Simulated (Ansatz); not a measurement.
# Nudged elastic band, with input and output: WH6ClF (part 2 of 2)

Continued. System: WH6ClF. Method: RHF/def2-SVP (Ansatz 0.2.0). The run did not end well. It belongs to a series of runs on one base structure; here: band between the two ends.

Geometry of the input (Å):
```
W  -0.0954  0.0881  0.1367
H  0.8966  0.2348  1.4980
H  1.3129  -0.7749  0.1032
H  -0.1304  1.5134  -0.7723
Cl -2.2436  -0.7991  0.6115
H  -0.0365  -1.3349  -0.6915
H  0.6612  0.0303  -1.3306
F  -1.2811  1.7423  1.5994
H  -2.0946  1.3569  1.7524
```

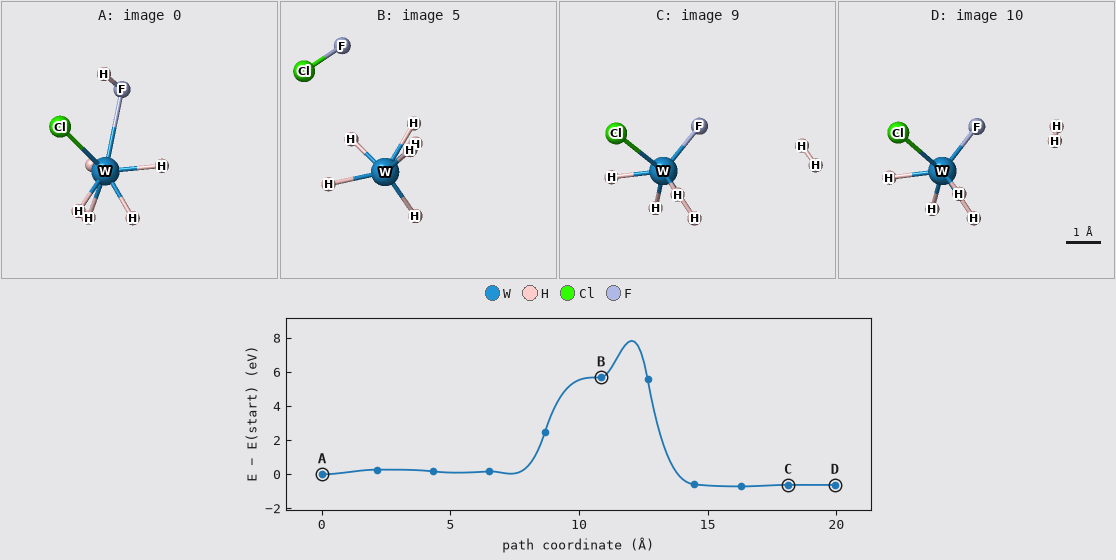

**Figure 1.** Images of the last band (counted from 0; ball-and-stick, seen at a tilt) above the energy along the path; the line is a cubic interpolation that uses the forces. The highest image is number 5, 5.684 eV above the start and 6.306 eV above the end (the climbing image); the end lies 0.621 eV below the start. The path is 19.93 Å long. The band had not converged after 60 iterations.

```
Unfinished report: {"positions_ang":[[0.6135235496273771,-0.12130825336004922,0.028608501543909388],[1.0491704557872026,0.807535797961919,1.4841652620072596],[2.3180404815681723,-0.3802819275520405,0.11532581764083848],[-0.0012754376279968133,1.4490364521571952,0.009840491910167897],[-3.6937408255220077,0.2065900761827825,-0.5317118544161402],[-0.3028438631326859,-1.4156220092242535,0.7051156708903034],[0.08278758756858069,0.35847168691807735,-1.5309220757662372],[-3.318519281899452,0.6669941681768033,0.9655120789565409],[0.24195832363081216,0.4853870087395666,1.6609680972333585]],"unchecked":["starts","cluster_reference","orbital_swaps","neighbouring_geometries","increment"],"mean_field":{"relativity":"none","state":{"energy":{"ev":-17096.665023979956,"hartree":-628.2908510954917},"converged":true,"gradient_ev":0.000025095501224438127,"stability":{"kind":"minimum","curvature_ev":7.991649805691692},"curvature_floor_ev":0.00030000000000000003,"spin_squared":2.1316282072803006e-14},"others":[],"fillings":{"estimated":0,"unestimated":0,"tried":0,"untried":0,"excluded_magnetic_sites":0},"n_dropped_functions":0,"n_trapped_functions":0,"passes":{"evaluations":5,"products":51},"factors":{"origin":"Cholesky decomposition","count":993,"bound_ev":0.000824483624639322},"gradient_stop_ev":0.00009,"reference_kind":"stationary","symmetry":{"irreps":["A"],"axes":[[0.9940668909270693,0.0477507521824298,0.09772861417518328],[-0.056003663195606096,0.9949308103717383,0.083524082046492],[-0.09324487155475508,-0.08850168495033409,0.9917019943963452]],"occupied":[{"A":23},{"A":23}]},"held":{"pivots":990,"left_out":7,"joined":3},"density_repulsion":{"missed_ev":0.0000297498628548918,"excess_ev":2.018769335079545e-7,"most_excess_ev":0.0001242,"are_drawn_again":false,"n_first_factors":993,"energy_change_ev":0.0,"n_dropped_ends":0}},"factors":{"origin":"Cholesky decomposition","count":993,"bound_ev":0.000824483624639322},"n_frozen":0,"n_occupied":[23,23],"n_virtual":[71,71],"reference":{"ev":-17096.665023979956,"hartree":-628.2908510954917},"total":{"ev":-17096.665023979956,"hartree":-628.2908510954917},"forces_ev_per_angstrom":[[0.024516798657321596,-0.01390248066409805,-0.013901818810787047],[-0.011791270216373615,0.001111187930294875,0.005709609589908264],[-0.025648558277357566,0.003962784432102811,-0.0013603024813443204],[0.0015093912807309573,0.00041934576949500553,0.0048676269581961334],[-0.0364742996526732,-0.047557343122663985,-0.15522538107534115],[0.0005601331590136915,0.0002841067751901455,-0.0018695675097850375],[0.0024515293323183513,-0.0016769280886821945,-0.000594723669206998],[0.037932611705971495,0.04787764133153899,0.15812832602625626],[0.006943664010243605,0.009481685636925096,0.004246230975367489]],"charge_distribution":{"dipole_moment_e_ang":[-0.061925699729449196,-0.15525291220214174,-0.15792707390404448],"mulliken_charges_e":[1.062183765174444,0.00563875719864515,-0.31552993525856965,-0.20313173098045612,0.3493920359518121,-0.3139784433844921,-0.2633017362469967,-0.3314862092774966,0.010213496823102242],"lowdin_charges_e":[0.16749467699197673,0.08883070032835716,-0.12615531651222534,-0.049574162909690855,0.2955419821781753,-0.12660965672835922,-0.1065446601920601,-0.23299158581535195,0.0900080226591653]},"n_threads":1,"memory_gib":1.7045454550534487,"seconds":{"hamiltonian":1.869424515,"orbitals":0.0,"second_order":0.0,"solver_start":0.0,"cycles":0.0,"cycle":0.0,"perturbative":0.0,"full_ci_increment":0.0,"forces":0.0}}
this run last wrote the band of iteration 60 to [file]
Error: NEB band did not converge after 60 iterations: max|band force component| = 1.48e-1 eV/Å (threshold 3.0e-2); raise `neb.max_iterations` in a new run, which can start from the last band evaluated (`neb.initial_path`, with `crystal.atoms` and `neb.final_atoms` set to its first and last images), add images, or start from endpoints closer to local minima. Where this run's directory can be resumed (`checkpoint.write`), a resume goes on for up to `neb.max_iterations` more; to start a new run from the last band, take its images' positions from the `neb_iteration` event of iteration 60 (`data.images[].positions_ang`), in the event stream of the run that computed that iteration (not this run's, if it was resumed behind it). With `checkpoint.write`, `steps/00-neb/state/checkpoint.json` in the run directory holds the last saved band, under `neb.evaluated.images[].positions_ang` (a band under a hybrid functional on support functions is neither saved nor resumed: `neb.initial_path` says where its path is): check the last entry of `neb.iterations` there, which is earlier than 60 if that iteration was not saved or its write failed. If the band's step has no `state` directory and holds `state.next`, a write was cut short, and the file is under `state.next` instead (behind a loss of power it can be under `state.prev`)
this run wrote the band of iteration 60 to [file] as well, whether or not its events were kept: a new run's `neb.initial_path` can list its `images[].positions_ang`
a run's events are kept only if it was started with --events-out <file>, and are in that file
```

The last band as extended XYZ (Å, eV, eV/Å):
```
9
Properties=species:S:1:pos:R:3:forces:R:3 image=0 energy=-17102.34926
W    -0.0954    0.0881    0.1367   -0.0008   0.0162  -0.0023
H     0.8966    0.2348    1.4980    0.0019   0.0026   0.0012
H     1.3129   -0.7749    0.1032   -0.0015  -0.0045  -0.0007
H    -0.1304    1.5134   -0.7723    0.0001  -0.0016   0.0010
Cl   -2.2436   -0.7991    0.6115   -0.0052  -0.0104  -0.0034
H    -0.0365   -1.3349   -0.6915   -0.0012  -0.0013   0.0021
H     0.6612    0.0303   -1.3306    0.0019  -0.0014   0.0007
F    -1.2811    1.7423    1.5994    0.0071  -0.0004  -0.0002
H    -2.0946    1.3569    1.7524   -0.0023   0.0008   0.0016
9
Properties=species:S:1:pos:R:3:forces:R:3 image=1 energy=-17102.07330
W    -0.3589   -0.0302    0.2068   -0.0015  -0.0004  -0.0006
H     0.5935   -0.5942    1.4838    0.0000  -0.0005   0.0029
H     1.2773    0.0962   -0.0654   -0.0022  -0.0002  -0.0031
H     0.0863    1.4718   -0.4481    0.0004   0.0001   0.0001
Cl   -2.4334   -0.9885   -0.3350    0.0005  -0.0001  -0.0004
H     0.4097   -1.4137   -0.2433    0.0022  -0.0031   0.0005
H     0.1415   -0.2203   -1.3471   -0.0002   0.0040   0.0011
F    -1.2466    1.4332    1.8960    0.0009  -0.0046   0.0024
H    -1.4802    2.3025    1.7591   -0.0002   0.0048  -0.0030
9
Properties=species:S:1:pos:R:3:forces:R:3 image=2 energy=-17102.17616
W    -0.2455   -0.2385    0.0429    0.0873  -0.0354  -0.0352
H     0.4693    0.0427    1.5435   -0.0007   0.1109   0.0017
H     0.9300   -0.6996   -1.0390   -0.0708  -0.2070  -0.2206
H     0.4622    1.2823    0.2085    0.0098  -0.0316   0.1774
Cl   -2.4074   -0.9853   -0.2592    0.0131  -0.0131   0.0153
H     0.6710   -1.5815    0.4072    0.0478  -0.0182   0.1090
H    -0.0388    0.6649   -1.3265   -0.0168   0.1854   0.0036
F    -1.6958    1.4653    1.4929   -0.1029  -0.0099  -0.0789
H    -1.1559    2.1065    1.8366    0.0333   0.0189   0.0278
9
Properties=species:S:1:pos:R:3:forces:R:3 image=3 energy=-17102.17797
W    -0.3373    0.0607   -0.1951    0.0280   0.0067  -0.0305
H     0.7416    0.5676    1.0061   -0.0182  -0.0290  -0.0245
H     0.9530   -0.9380   -0.5068   -0.0432  -0.0658  -0.0503
H     0.0599    1.7027   -0.1933   -0.0025   0.0189   0.0054
Cl   -2.5096   -0.6793   -0.5509    0.0453  -0.0228   0.0139
H     0.1033   -1.0539    0.9538    0.0128   0.0222  -0.0054
H     0.3253    0.1363   -1.7396    0.0344   0.0061  -0.0214
F    -1.5086    1.0282    1.7769    0.0273   0.0147   0.0455
H    -0.8385    1.2326    2.3558   -0.0838   0.0490   0.0674
9
Properties=species:S:1:pos:R:3:forces:R:3 image=4 energy=-17099.88041
W    -0.5709    0.0225    0.1025   -3.9184   0.5027   0.0755
H     0.8606    0.7993    1.3835   -0.5788  -0.3766  -0.1715
H     1.4482   -0.2646    0.0762   -2.8423   0.4017  -0.3699
H     0.1499    1.4794   -0.1253    0.5231   0.2127  -0.0621
Cl   -2.9294   -0.2319   -0.9243    2.4750  -1.1348  -1.2223
H    -0.1221   -1.3601    0.9270    0.5933   0.0456   0.2376
H     0.0459    0.2112   -1.4560   -0.1622   0.0817   0.2497
F    -2.1131    0.8013    1.1249    3.9445   0.2930   0.7354
H     0.2201    0.5997    1.7985   -0.0343  -0.0260   0.5276
9
Properties=species:S:1:pos:R:3:forces:R:3 image=5 energy=-17096.66502
W     0.6135   -0.1213    0.0286    0.0245  -0.0139  -0.0139
H     1.0492    0.8075    1.4842   -0.0118   0.0011   0.0057
H     2.3180   -0.3803    0.1153   -0.0256   0.0040  -0.0014
H    -0.0013    1.4490    0.0098    0.0015   0.0004   0.0049
Cl   -3.6937    0.2066   -0.5317   -0.0365  -0.0476  -0.1552
H    -0.3028   -1.4156    0.7051    0.0006   0.0003  -0.0019
H     0.0828    0.3585   -1.5309    0.0025  -0.0017  -0.0006
F    -3.3185    0.6670    0.9655    0.0379   0.0479   0.1581
H     0.2420    0.4854    1.6610    0.0069   0.0095   0.0042
9
Properties=species:S:1:pos:R:3:forces:R:3 image=6 energy=-17096.76711
W    -0.5060    0.0124    0.0969   -6.3102   0.7626  -0.0572
H     0.8807    0.8267    1.4104   -0.6678  -0.6193  -0.3310
H     1.7544   -0.2681    0.1919   -3.2226   0.5136  -0.4214
H     0.1481    1.4887   -0.1078    0.8807   0.4084  -0.0294
Cl   -3.1901   -0.1650   -0.9660    2.6077  -1.3367  -1.8250
H    -0.1305   -1.3604    0.9500    0.9496   0.0459   0.4737
H     0.1335    0.1852   -1.4589   -0.0741   0.0304   0.3381
F    -2.2916    0.7079    1.0227    5.8296   0.1570   1.1898
H     0.1907    0.6293    1.7676    0.0071   0.0380   0.6624
9
Properties=species:S:1:pos:R:3:forces:R:3 image=7 energy=-17102.93901
W    -0.7637    0.0574   -0.0048   -0.0309   0.0062  -0.0177
H     0.8802    0.7675    1.8802    0.0073  -0.0134   0.0531
H     0.8608   -0.3442   -0.0331   -0.1096   0.0024  -0.0534
H     0.2436    1.3370   -0.2857    0.0016  -0.0114  -0.0133
Cl   -2.4102   -0.8531   -1.3401    0.0871  -0.0878  -0.0234
H    -0.3046   -1.2600    0.9350   -0.0058   0.0068  -0.0191
H    -0.0322    0.1806   -1.4791   -0.0377   0.0202  -0.0083
F    -1.7341    1.3506    0.9561    0.0705   0.0663   0.0182
H     0.2492    0.8210    2.2784    0.0174   0.0107   0.0639
9
Properties=species:S:1:pos:R:3:forces:R:3 image=8 energy=-17103.05747
W    -0.8178   -0.0248   -0.3676   -0.0010   0.0004   0.0007
H     0.8939    0.8715    3.2657    0.0000   0.0004   0.0008
H     0.7874   -0.4404   -0.2838    0.0003   0.0002   0.0004
H     0.2690    1.2071   -0.5017    0.0002  -0.0007  -0.0005
Cl   -2.3825   -0.8512   -1.8535   -0.0001  -0.0003  -0.0004
H    -0.4352   -1.3594    0.5775   -0.0004  -0.0002  -0.0012
H     0.0036    0.1529   -1.7922   -0.0005   0.0002  -0.0010
F    -1.6182    1.2271    0.7704    0.0009  -0.0009  -0.0006
H     0.2890    1.2740    3.0921    0.0006   0.0008   0.0019
9
Properties=species:S:1:pos:R:3:forces:R:3 image=9 energy=-17102.96730
W    -0.5393    0.1293   -0.5157    0.0023   0.0009   0.0001
H     0.3809    0.8118    3.8252   -0.0011  -0.0005   0.0003
H     0.9829   -0.1810    0.1037    0.0006   0.0012  -0.0007
H     0.7790    0.9223   -1.1723    0.0003  -0.0003   0.0002
Cl   -2.3460   -1.1771   -1.3527   -0.0001  -0.0004   0.0012
H    -0.2076   -1.3991    0.0300   -0.0008  -0.0005  -0.0006
H    -0.5512    0.4633   -2.1381   -0.0015  -0.0008  -0.0004
F    -1.3228    1.3159    0.6277    0.0008   0.0008   0.0001
H    -0.1868    1.1715    3.4991   -0.0004  -0.0004  -0.0002
9
Properties=species:S:1:pos:R:3:forces:R:3 image=10 energy=-17102.97059
W    -0.3656    0.3095   -0.4633    0.0072   0.0133   0.0068
H    -0.3471    0.1075    3.4450    0.0009   0.0004   0.0029
H     1.2487    0.2094   -0.0362   -0.0050  -0.0007  -0.0006
H     0.7903    0.8823   -1.5281   -0.0007  -0.0003   0.0001
Cl   -2.2060   -1.1972   -0.5812   -0.0040  -0.0041  -0.0021
H     0.1327   -0.9949    0.4273    0.0001  -0.0016  -0.0024
H    -0.6506    0.1611   -2.0882   -0.0008  -0.0016  -0.0016
F    -1.0248    1.7743    0.4025    0.0029  -0.0067  -0.0020
H    -0.5883    0.8048    3.3292   -0.0007   0.0014  -0.0010
```

Outcome:

| quantity | value |
| --- | --- |
| outcome | not converged |
| barrier, forward (band not converged) | 5.684 eV |
| barrier, backward | 6.306 eV |
| wall time | 16 min |
| peak memory | 0.24 GiB |

What went wrong:

The run did not converge: “NEB band did not converge after 60 iterations: max|band force component| = 1.48e-1 eV/Å (threshold 3.0e-2); raise `neb.max_iterations` in a new run, which can start from the last band evaluated (`neb.initial_path`, with `crystal.atoms` and `neb.final_atoms` set to its first and last images), add images, or start from endpoints closer to local minima …” Its last values are not results.
